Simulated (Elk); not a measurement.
# Collinear magnetic orders of Fe with Elk, part 2 of 2

Does Fe prefer parallel or opposed moments, or none?

Elk 11.2.3 (patched build); PBE; all-electron APW+lo, Dirac cores, scalar-relativistic bands.

So far, largest spin moment in the muffin-tin sphere (μB): step 2 (start 1: ferro +) 2.30.

The database entry behind the starting cell differs from later determinations by our own check (an axis about 0.7 % long against later determinations), so it need not match the best structure at ambient conditions.

### 3. Start 2: antiferro q=(0,0,1/2) +-

Reversing part of the moments tests the sign of the couplings between them.

The cell is doubled to 2 atoms to hold this order. Its mesh is chosen so that both cells sample the same points.

Contents of elk.in:

```
tasks
  0

xctype
  20

rgkmax
  7.0

nempty
  12

swidth
  0.001837

reducebf
  0.5

epsengy
  1e-05

maxscl
  100

lmaxi
  3

spinpol
  .true.

sppath
  './'

avec
  -2.72687479783 2.72687479783 2.72687479783
  2.72687479783 -2.72687479783 2.72687479783
  5.45374959567 5.45374959567 -5.45374959567

atoms
  1
  'Fe.in'
  2
  0.0000000000 0.0000000000 0.0000000000   0.000000 0.000000 -0.140000
  0.0000000000 0.0000000000 0.5000000000   0.000000 0.000000 0.140000

ngridk
  14 14 7
```

Command:

```
OMP_NUM_THREADS=2 elk
```

Numbers of over 12 decimals in the logs are rounded to 6 here.

Log:

```text
┌─────────────────────────┐
│ Elk code version 11.2.3 │
└─────────────────────────┘

All units are atomic (Hartree, Bohr, etc.)

┌─────────────────────────────────────────────────┐
│ Ground-state run starting from atomic densities │
└─────────────────────────────────────────────────┘

Lattice vectors :
  -2.726874798       2.726874798       2.726874798
   2.726874798      -2.726874798       2.726874798
   5.453749596       5.453749596      -5.453749596

Species : 1 (Fe)
 parameters loaded from : Fe.in
 name : iron
 nuclear charge    :   -26.00000000
 electronic charge :    26.00000000
 atomic mass :    101799.2075
 muffin-tin radius :    2.336542848
 number of radial points in muffin-tin :    993
 inner part over the whole radius :   0.9974870244E-02
 number on inner part of muffin-tin    :    700
 approximate nuclear radius :   0.7160107270E-04
 number of mesh points to nuclear radius :    332
 atomic positions (lattice), magnetic fields (Cartesian) :
  1 :   0.00000000  0.00000000  0.00000000    0.00000000  0.00000000 -0.14000000
  2 :   0.00000000  0.00000000  0.50000000    0.00000000  0.00000000  0.14000000

Total number of atoms per unit cell :    2
Total muffin-tin volume :    106.8660737
 ratio of muffin-tin to unit cell volume :   0.6588010343

Spin treatment :
 spin-polarised
 global magnetic field (Cartesian) :    0.000000000       0.000000000       0.000000000
 collinear magnetisation in z-direction

Number of Bravais lattice symmetries :    8
Number of crystal symmetries         :   16
Crystal has inversion symmetry
Real symmetric eigensolver will be used

k-point grid :     14    14     7
k-point offset :    0.000000000       0.000000000       0.000000000
k-point set is reduced with full crystal symmetry group
Total number of k-points :      228

Muffin-tin radius times maximum |G+k| :    7.000000000
 using average radius
Maximum |G+k| for APW functions       :    2.995879150
Maximum (1/2)|G+k|²                   :    4.487645939
Maximum |G| for potential and density :    12.00000000
Constant for pseudocharge density :    7
 order of it for each species :   14
 order of it for pair densities of each species (exact exchange by exxq0 0: 14) :   10
Radial integration step length :    1

G-vector grid sizes :     20    20    40
Number of G-vectors :     4689

Maximum angular momentum used for
 APW functions            :    8
 outer part of muffin-tin :    6
 inner part of muffin-tin :    3

Number of empty states         :     24
Total number of valence states :     82
Total number of core states    :     20

Third-order local-orbitals added for an l without core states : T
Total number of local-orbitals :     46

Exchange-correlation functional :     20     0     0
 Perdew-Burke-Ernzerhof, Phys. Rev. Lett. 77, 3865 (1996)
 gradient requirement :    1
 generalised gradient approximation (GGA)

Smearing type :    3
 Fermi-Dirac
Smearing width :   0.1837000000E-02
Effective electronic temperature (K) :    580.0787206

Mixing type :    3
 Broyden mixing, J. Phys. A: Math. Gen. 17, L317 (1984)

Kohn-Sham potential initialised from atomic data

┌──────────────────────────────┐
│ Self-consistent loop started │
└──────────────────────────────┘

┌─────────────────┐
│ Loop number : 1 │
└─────────────────┘

Energies :
 Fermi                       :     0.218545
 sum of occupied eigenvalues :     -1478.0260105842
 electron kinetic            :      2576.1301835899
 core electron kinetic       :      2299.5329670977
 Coulomb                     :     -5010.4414761635
 Coulomb potential           :     -3910.6625238033
 nuclear-nuclear             :     -451.08814926314
 electron-nuclear            :     -5225.9141394582
 Hartree                     :      666.56081255786
 Madelung                    :     -3055.1102142618
 xc potential                :     -143.24837020516
 xc effective B-field        :    -0.230125
 external B-field            :      0.000000
 exchange                    :     -109.10481417269
 correlation                 :     -2.413097
 electron entropic           :    -0.77502086107766E-03
 total energy                :     -2545.8299785800
 (external B-field energy excluded from total)

Density of states at Fermi energy :    69.44517396
 (states/Hartree/unit cell)

Estimated indirect band gap :   0.6719998715E-04
 from k-point 22 to k-point 218
Estimated direct band gap   :   0.5110955078E-02
 at k-point 133

Charges :
 core                        :    20.00000000
 valence                     :    32.00000000
 interstitial                :    2.247374553
 muffin-tins (core leakage)
  species : 1 (Fe)
   atom 1                    :    24.87631272     ( -0.2242659658E-06)
   atom 2                    :    24.87631272     ( -0.2242659658E-06)
 total in muffin-tins        :    49.75262545
 total calculated charge     :    52.00050353
 total charge                :    52.00000000
 error                       :   0.5035289828E-03

Moments :
 interstitial                :   0.6922645036E-17
 muffin-tins
  species : 1 (Fe)
   atom 1                    :    2.406974121
   atom 2                    :   -2.406974121
 total in muffin-tins        :   0.8881784197E-15
 total moment                :   0.8951010647E-15

[... earlier loops left out ...]

┌──────────────────┐
│ Loop number : 20 │
└──────────────────┘

Energies :
 Fermi                       :     0.306282
 sum of occupied eigenvalues :     -1473.8353457845
 electron kinetic            :      2579.9858120636
 core electron kinetic       :      2299.5030573750
 Coulomb                     :     -5013.7324620483
 Coulomb potential           :     -3908.6560623078
 nuclear-nuclear             :     -451.08814926314
 electron-nuclear            :     -5234.5711938324
 Hartree                     :      671.92688104728
 Madelung                    :     -3059.4044308944
 xc potential                :     -144.97506331446
 xc effective B-field        :    -0.190032
 external B-field            :      0.000000
 exchange                    :     -109.42151619684
 correlation                 :     -2.414290
 electron entropic           :    -0.99590634319806E-03
 total energy                :     -2545.5834517052
 (external B-field energy excluded from total)

Density of states at Fermi energy :    91.26107012
 (states/Hartree/unit cell)

Estimated indirect band gap :   0.5219337692E-04
 from k-point 223 to k-point 31
Estimated direct band gap   :   0.2020228004E-02
 at k-point 96

Charges :
 core                        :    20.00000000
 valence                     :    32.00000000
 interstitial                :    2.095779730
 muffin-tins (core leakage)
  species : 1 (Fe)
   atom 1                    :    24.95211013     ( -0.2242657455E-06)
   atom 2                    :    24.95211013     ( -0.2242657455E-06)
 total in muffin-tins        :    49.90422027
 total calculated charge     :    52.00047466
 total charge                :    52.00000000
 error                       :   0.4746573194E-03

Moments :
 interstitial                :  -0.5635377005E-17
 muffin-tins
  species : 1 (Fe)
   atom 1                    :    2.141313497
   atom 2                    :   -2.141313497
 total in muffin-tins        :   0.4440892099E-15
 total moment                :   0.4384538328E-15

┌──────────────────────────────┐
│ Self-consistent loop stopped │
└──────────────────────────────┘

Wrote STATE.OUT
```

Wall time 2.5 min (2 threads of AMD EPYC 9R45, shared host); peak memory 0.2 GiB; 4.9 min of CPU time.

Spin moment in the muffin-tin sphere by atom:

```
atom  spin moment in the muffin-tin sphere (μB)
 Fe1                                       2.14
 Fe2                                      -2.14
```

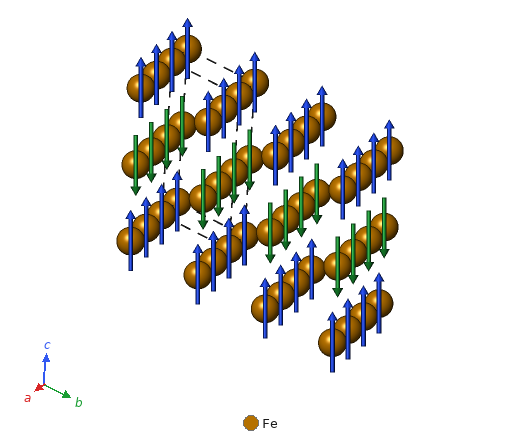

Spin moment in the muffin-tin sphere as arrows, the longest 2.14 μB. Up and down stand for the sign. Arrows give size and sign along the axis of quantisation, drawn up and down the page. The two directions have two colours. 3×3×1 cells are drawn. Some periodic images of atoms are drawn too.

Numbers from this step:

| Quantity | Value |
| --- | --- |
| density of states at the Fermi level | 3.354 states/eV/cell |
| moment between the spheres | 0 μB |
| magnetization | 0 μB |
| final state | antiferromagnetic |

It lies 214 meV a seeded atom over the first start, and its largest moment is 2.14 μB against 2.30 μB.

### 4. Order 3, typed as antiferro q=(1/2,1/2,1/2) +-

Another pattern of signs weighs the neighbour shells otherwise.

The cell is doubled to 2 atoms to hold this order. Its mesh is chosen so that both cells sample the same points.

Contents of elk.in:

```
tasks
  0

xctype
  20

rgkmax
  7.0

nempty
  12

swidth
  0.001837

reducebf
  0.5

epsengy
  1e-05

maxscl
  100

lmaxi
  3

spinpol
  .true.

sppath
  './'

avec
  -5.45374959567 5.45374959567 5.45374959567
  0.00000000000 0.00000000000 5.45374959567
  0.00000000000 5.45374959567 0.00000000000

atoms
  1
  'Fe.in'
  2
  0.0000000000 0.0000000000 0.0000000000   0.000000 0.000000 -0.140000
  0.5000000000 0.0000000000 0.0000000000   0.000000 0.000000 0.140000

ngridk
  7 14 14
```

Command:

```
OMP_NUM_THREADS=2 elk
```

Log:

```text
┌─────────────────────────┐
│ Elk code version 11.2.3 │
└─────────────────────────┘

All units are atomic (Hartree, Bohr, etc.)

┌─────────────────────────────────────────────────┐
│ Ground-state run starting from atomic densities │
└─────────────────────────────────────────────────┘

Lattice vectors :
  -5.453749596       5.453749596       5.453749596
   0.000000000       0.000000000       5.453749596
   0.000000000       5.453749596       0.000000000

Species : 1 (Fe)
 muffin-tin radius :    2.336542848
[...]
atom 2                    :    24.95826439     ( -0.2242659285E-06)
 total in muffin-tins        :    49.91652878
 total calculated charge     :    52.00020103
 total charge                :    52.00000000
 error                       :   0.2010299307E-03

Moments :
 interstitial                :  -0.1094212830E-18
 muffin-tins
  species : 1 (Fe)
   atom 1                    :    1.820173179
   atom 2                    :   -1.820173179
 total in muffin-tins        :   0.4440892099E-15
 total moment                :   0.4439797886E-15

┌──────────────────────────────┐
│ Self-consistent loop stopped │
└──────────────────────────────┘

Wrote STATE.OUT

[key lines of the parts left out:]
total energy                :     -2545.5658293474
```

Wall time 44 s (2 threads); peak memory 0.17 GiB.

Spin moment in the muffin-tin sphere by atom:

```
atom  spin moment in the muffin-tin sphere (μB)
 Fe1                                       1.82
 Fe2                                      -1.82
```

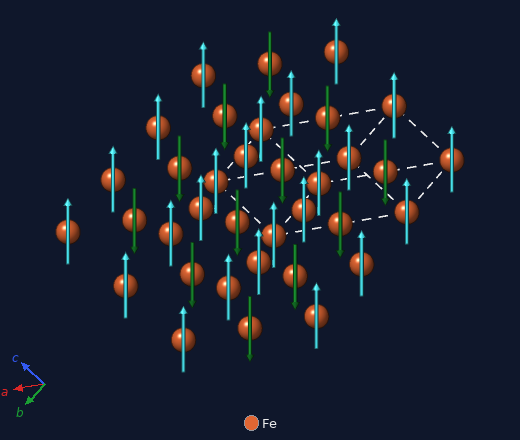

Spin moment in the muffin-tin sphere as arrows, the longest 1.82 μB. Up and down stand for the sign. Arrows give size and sign along the axis of quantisation, drawn up and down the page. The two directions have two colours. 1×3×2 cells are drawn. Some periodic images of atoms are drawn too.

Numbers from this step:

```
density of states at the Fermi level : 5.420 states/eV/cell
moment between the spheres           : 0 μB
magnetization                        : 0 μB
final state                          : antiferromagnetic
```

It lies 453 meV a seeded atom over the first start, and its largest moment is 1.82 μB against 2.30 μB.

### 5. Run 4 (no spin polarisation)

A run without seeds gives the energy of the state without moments.

Contents of elk.in:

```
tasks
  0

xctype
  20

rgkmax
  7.0

nempty
  12

swidth
  0.001837

epsengy
  1e-05

maxscl
  100

lmaxi
  3

sppath
  './'

avec
  -2.72687479783 2.72687479783 2.72687479783
  2.72687479783 -2.72687479783 2.72687479783
  2.72687479783 2.72687479783 -2.72687479783

atoms
  1
  'Fe.in'
  1
  0.0000000000 0.0000000000 0.0000000000   0.000000 0.000000 0.000000

ngridk
  14 14 14
```

Command:

```
OMP_NUM_THREADS=2 elk
```

Log:

```text
┌─────────────────────────┐
│ Elk code version 11.2.3 │
└─────────────────────────┘

All units are atomic (Hartree, Bohr, etc.)

┌─────────────────────────────────────────────────┐
│ Ground-state run starting from atomic densities │
└─────────────────────────────────────────────────┘

Lattice vectors :
  -2.726874798       2.726874798       2.726874798
   2.726874798      -2.726874798       2.726874798
   2.726874798       2.726874798      -2.726874798

Species : 1 (Fe)
 muffin-tin radius :    2.336542848
[...]
Estimated direct band gap   :   0.2729976686E-02
 at k-point 5

Charges :
 core                        :    10.00000000
 valence                     :    16.00000000
 interstitial                :    1.044664814
 muffin-tins (core leakage)
  species : 1 (Fe)
   atom 1                    :    24.95533519     ( -0.2242661061E-06)
 total in muffin-tins        :    24.95533519
 total calculated charge     :    26.00020864
 total charge                :    26.00000000
 error                       :   0.2086381211E-03

┌──────────────────────────────┐
│ Self-consistent loop stopped │
└──────────────────────────────┘

Wrote STATE.OUT

[key lines of the parts left out:]
total energy                :     -1272.7783707297
```

Run time: 3.1 s. Hardware: 2 threads; peak memory 0.05 GiB; 5.2 s of CPU time.

This step gave:

```yaml
density_of_states_at_the_fermi_level: 3.854 states/eV/cell
final_state: non-magnetic (no spin polarisation)
```

It lies 577 meV a seeded atom over the first start.

### 6. The states side by side

These are free energies at a smearing of 0.05 eV, so its entropy term is in the differences. They are divided by the number of seeded atoms, so that cells of unlike size compare. Wavevectors q in the names are fractions of the reciprocal vectors of the first run's cell.

Orders:

| start | final state | typed order kept | energy over the lowest (meV a seeded atom) | largest sphere moment (μB) | net moment (μB a primitive cell) | DOS at the Fermi level (states/eV a primitive cell) | mesh matched | CPU time (s) |
| --- | --- | --- | --- | --- | --- | --- | --- | --- |
| ferro + | ferromagnetic | yes | 0 | 2.304 | 2.258 | 0.9382 | yes | 30.28 |
| antiferro q=(0,0,1/2) +- | antiferromagnetic | yes | 213.6 | 2.141 | 0 | 1.677 | yes | 296 |
| antiferro q=(1/2,1/2,1/2) +- | antiferromagnetic | yes | 453.3 | 1.82 | 0 | 2.71 | yes | 85.4 |
| no spin polarisation | non-magnetic | - | 577 | 0 | 0 | 3.854 | yes | 5.19 |

### 7. What came out

* lowest state found: ferromagnetic (typed ferro +)
* largest site moment: 2.30 μB
* next state: antiferromagnetic, 214 meV a seeded atom higher
* energy gained by spin polarisation: 577 meV a seeded atom

The lowest state found is ferromagnetic, reached from the start ferro +, with moments up to 2.30 μB. The next state costs 214 meV a seeded atom. This is the lowest of 4 finished starts, no proof of the ground state.

[Logs and program files are shortened in this print: banners, set-up blocks, solver, clock and traceback lines can be left out without a mark of their own.]

[Logs are printed without paths, hosts, clocks, repeated set-up lines and the standing remarks that a program may print on its own settings, such as how far it seeks lower states.]

[Hosts, paths, dates, database ids (printed as entryN), source tags and the programs' standing remarks are cut or masked in the printed files.]

[Where a cell is said to come from a database of computed structures, the database is the Materials Project.]
